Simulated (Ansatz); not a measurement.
# AlClH3N···H2S: what the fields show

The calculation's input:

```
crystal:
  periodic: [false, false, false]
  atoms:
    - { symbol: Al, position_ang: [0.0, 0.0, 0.0] }
    - { symbol: Cl, position_ang: [0.0, 0.0, 2.58] }
    - { symbol: H, position_ang: [1.351, 0.0, -0.78] }
    - { symbol: "N", position_ang: [-1.6627, 0.0, -0.96] }
    - { symbol: H, position_ang: [-2.3316, -0.8164, -0.8614] }
    - { symbol: H, position_ang: [-1.9118, 0.8164, -1.5886] }
    - { symbol: S, position_ang: [-0.3202, 2.4082, 0.8072] }
    - { symbol: H, position_ang: [-1.6213, 2.8314, 0.5106] }
    - { symbol: H, position_ang: [-0.1925, 1.4482, 2.0709] }
basis:
  gaussian: { orbitals: def2-SVP }
hamiltonian:
  xc: hf
relax:
  f_tol: 0.15
  max_steps: 25
  restrain:
    - { distance: [0, 6], at: 3.46, k: 30.0 }
    - { distance: [8, 1], at: 2.57, k: 30.0 }
    - { distance: [0, 1], at: 2.23, k: 30.0 }
    - { distance: [8, 6], at: 1.4, k: 30.0 }
output:
  orbitals: {}
```

Run with:

```sh
ansatz run input.yaml --threads 1 --pin off --max-ram 2048MiB --backend cpu --events-out ev --progress --plain --runs-dir out
```

The fields are those of the run's last geometry, not of the input's.

Not at a stationary point (largest force 1.1 eV/Å).

All numbers below come from RHF/def2-SVP (Ansatz).

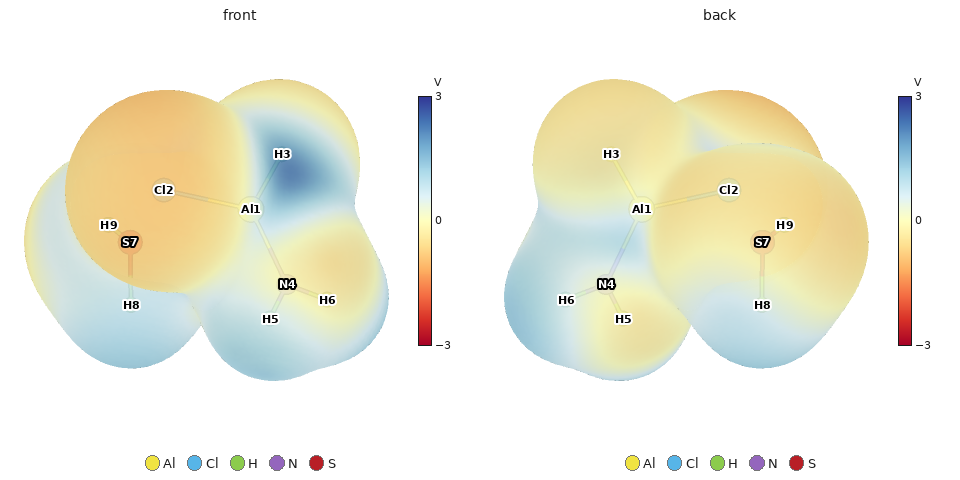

Figure 1. The electrostatic potential painted on the density surface at 0.001 e/bohr³, seen from the front and from behind; the colour scale runs from red (negative) to blue (positive).

Question: Where is the surface potential most negative and most positive?

Answer: The most negative region (about −0.9 V) lies over Cl2, the most positive (about +2.1 V) over Al1.

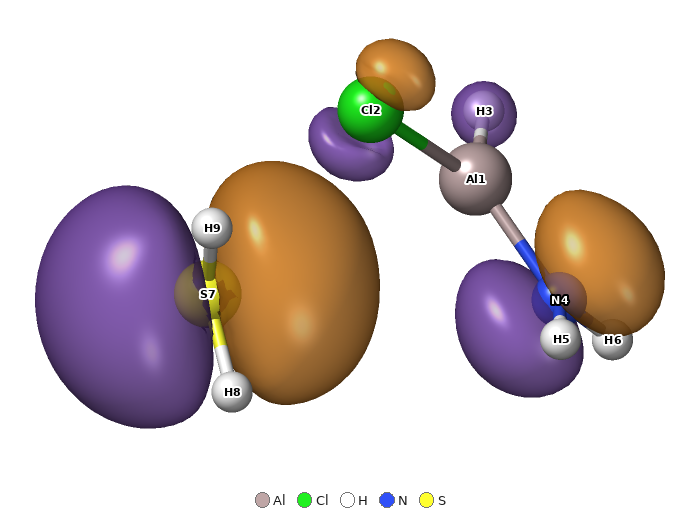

Figure 2. The HOMO at ±0.08 Å⁻³ᐟ² (orange and purple are the two phases), seen across its widest extent.

Question: What is the character of this orbital?

Answer: Its weight (Hirshfeld) is mainly on S7 (about 75 %) and N4 (about 10 %); largely a lone pair of S7. Its energy is −10.64 eV.

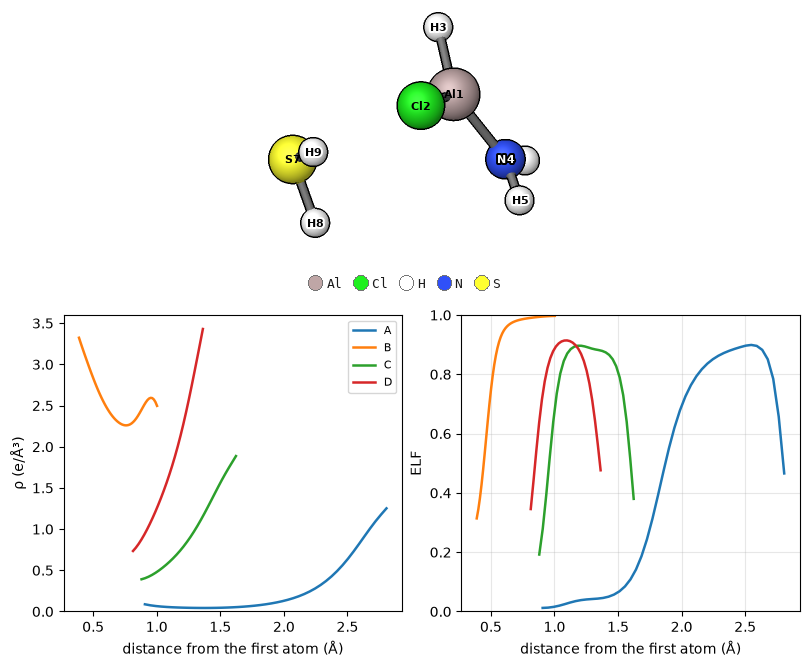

Figure 3. Total electron density and electron localisation function along straight lines between neighbouring atoms. The curves leave out the atomic cores. The structure is drawn too.

Question: Which curve belongs to which contact (Al–Cl, Al–N, Al–S and N–H)? The first atom named is at distance zero.

Answer: Curve A: Al1···S7 (3.45 Å): the density falls to about 0.04 e/Å³ on the way; the ELF peaks at about 0.90 in the valence shell of S, 0.9 Å from its nucleus, and is about 0.25 at the midpoint. Curve B: N–H (1.00 Å): ρ is about 2.8 e/Å³ halfway; the ELF climbs to about 1 towards the hydrogen, as it does in any bond to H: a covalent bond by its length. Curve C: Al–Cl (2.20 Å): ρ at the midpoint is about 0.6 e/Å³; the ELF peaks at about 0.90 in the valence shell of Cl, 1.0 Å from its nucleus, and is about 0.85 at the midpoint. Curve D: Al–N (1.76 Å): ρ at the midpoint is about 0.87 e/Å³; the ELF peaks at about 0.90 in the valence shell of N, 0.7 Å from its nucleus, and is about 0.65 at the midpoint.
